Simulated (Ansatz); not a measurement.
# CH5AlO2 (SMILES C[Al](O)O) at BLYP/def2-SVP

What is the vertical singlet–triplet gap of CH5AlO2 at BLYP/def2-SVP? 

The calculation is run with Ansatz 0.2.0.

65 further runs of the same task are left out: 65 set aside as unsound or not needed.

## Step 1: The structure to begin with

The species is CH5AlO2 (9 atoms), meant as a singlet with charge 0. As SMILES, `C[Al](O)O`. The coordinates come from a PBE0-D4/def2-TZVP relaxation. This is one conformer, not always the lowest.

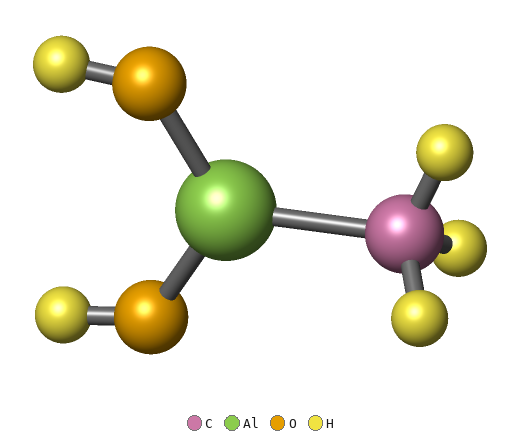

The structure, seen from a chosen angle (carbon pink, aluminium green, oxygen amber, hydrogen yellow).

## Step 2: The energy at BLYP/def2-SVP

molecule.yaml reads:

```yaml
crystal:
  periodic: [false, false, false]
  atoms:
    - symbol: C
      position_ang: [-0.025110, 1.109820, -1.034090]
    - symbol: Al
      position_ang: [-0.001290, -0.302910, 0.285630]
    - symbol: O
      position_ang: [0.957740, -1.672870, -0.006720]
    - symbol: O
      position_ang: [-0.933740, -0.131550, 1.694140]
    - symbol: H
      position_ang: [-0.226970, 0.712350, -2.032300]
    - symbol: H
      position_ang: [-0.780650, 1.863510, -0.803740]
    - symbol: H
      position_ang: [0.945840, 1.611200, -1.084700]
    - symbol: H
      position_ang: [1.048330, -2.422320, 0.577320]
    - symbol: H
      position_ang: [-0.984140, -0.767250, 2.404460]
basis:
  gaussian: {orbitals: def2-SVP}
hamiltonian: {xc: {name: BLYP}}
accuracy: high
output: {orbitals: {seedname: orbitals}}
```

Command:

```
$ ansatz run molecule.yaml --threads 1 --pin off --max-ram 3480MiB --events-out events.jsonl --progress --plain --runs-dir runs
```

What it wrote:

```text
Warning: RAYON_NUM_THREADS=1 ignored (pool sized by the plan → 1); use --threads N
Functional definition: BLYP
  name "BLYP"
  parameter beta = 0.0042
  parameter a = 0.04918
  parameter b = 0.132
  parameter c = 0.2533
  parameter d = 0.349
  exchange = b88_x(beta = beta)
  correlation = lyp_c(a = a, b = b, c = c, d = d)
1886 factors; integrals over basis functions are off by at most 1.0e-8 eV
mean field evaluation 1: about -11784.3944 eV, gradient 1.0e2 eV
mean field evaluation 2: about -11723.7237 eV, gradient 1.9e2 eV
mean field evaluation 4: about -11804.4443 eV, gradient 1.6e1 eV
mean field evaluation 8: about -11805.0768 eV, gradient 3.3e-1 eV
mean field evaluation 16: about -11805.0770 eV, gradient 1.9e-6 eV
mean field -11805.07696327 eV, -433.8285766317 hartree, gradient 2.4e-8 eV, S^2 0.000000; 0 other end points of the search recorded, 0 dependent functions left out
reference -11805.07701991 eV, -433.8285787131 hartree; 20, 20 occupied and 65, 65 virtual orbitals, 1886 factors
Total energy: -11805.07701991 eV, -433.8285787131 hartree
```

Run time: 3.3 s. Hardware: 1 thread of AMD EPYC 9R14 (Zen 4), shared host; peak memory 0.23 GiB.

## Step 3: The triplet at the same level

molecule.yaml reads:

```yaml
crystal:
  periodic: [false, false, false]
  atoms:
    - {symbol: C, position_ang: [-0.025110, 1.109820, -1.034090]}
    - {symbol: Al, position_ang: [-0.001290, -0.302910, 0.285630]}
    - {symbol: O, position_ang: [0.957740, -1.672870, -0.006720]}
    - {symbol: O, position_ang: [-0.933740, -0.131550, 1.694140]}
    - {symbol: H, position_ang: [-0.226970, 0.712350, -2.032300]}
    - {symbol: H, position_ang: [-0.780650, 1.863510, -0.803740]}
    - {symbol: H, position_ang: [0.945840, 1.611200, -1.084700]}
    - {symbol: H, position_ang: [1.048330, -2.422320, 0.577320]}
    - {symbol: H, position_ang: [-0.984140, -0.767250, 2.404460]}
basis:
  gaussian:
    orbitals: def2-SVP
magnetization:
  spin_polarized: true
  initial_magnetization: 2
hamiltonian:
  xc: {name: BLYP}
accuracy: high
output:
  orbitals: {seedname: orbitals}
```

Command:

```
$ ansatz run molecule.yaml --threads 1 --pin off --max-ram 3480MiB --events-out events.jsonl --progress --plain --runs-dir runs
```

What it wrote, shortened:

```text
Warning: RAYON_NUM_THREADS=1 ignored (pool sized by the plan → 1); use --threads N
[... 2 set-up lines as earlier in the session ...]
[...]
1886 factors; integrals over basis functions are off by at most 1.0e-8 eV
[...]
mean field -11798.96718416 eV, -433.6040463907 hartree, gradient 2.2e-8 eV, S^2 2.001994; 8 other end points of the search recorded, 0 dependent functions left out
reference -11798.96724245 eV, -433.6040485327 hartree; 21, 19 occupied and 64, 66 virtual orbitals, 1886 factors
Total energy: -11798.96724245 eV, -433.6040485327 hartree
```

It took 25 s on 1 thread of AMD EPYC 9R14 (Zen 4), shared host; peak memory 0.3 GiB.

## Step 4: Results

At BLYP/def2-SVP:

| quantity | value |
| --- | --- |
| singlet: total energy | -433.82858 Eh |
| singlet: HOMO energy | -6.62 eV |
| singlet: LUMO energy | -0.61 eV |
| singlet: HOMO–LUMO gap | 6.01 eV |
| triplet: total energy | -433.60405 Eh |
| triplet: HOMO energy (highest over α and β) | -1.43 eV |
| triplet: ⟨S²⟩ | 2.002 |
| vertical energy of the triplet above the singlet | 6.110 eV |

**Reading.** At this shape the triplet lies 6.11 eV (141 kcal/mol) above the singlet.
